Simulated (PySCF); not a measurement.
C₅H₅ (anion, charge -1), SMILES c1cc[cH-]c1 at its CAM-B3LYP/def2-SVP optimised geometry (Å):

```
10

C     -0.7037    -1.1903     0.0000
C      0.7075    -1.1903     0.0000
C      1.1419     0.1524     0.0000
C     -0.0001     0.9815     0.0006
C     -1.1413     0.1513     0.0006
H     -1.3470    -2.0768    -0.0003
H      1.3519    -2.0760    -0.0003
H      2.1833     0.4916    -0.0001
H     -0.0006     2.0768     0.0009
H     -2.1833     0.4890     0.0009
```

Calculation: CAM-B3LYP/def2-TZVPD (PySCF 2.14.0).

Map of the electron localisation function on the plane z = 1.0 Å:

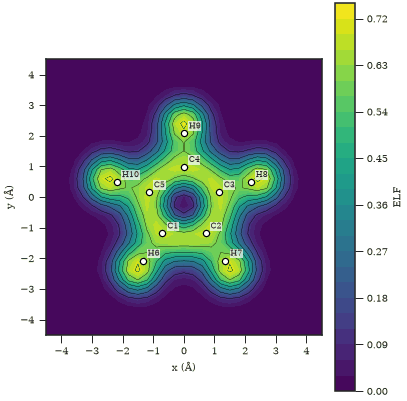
Figure. Electron localisation function on the plane z = 1.0 Å.
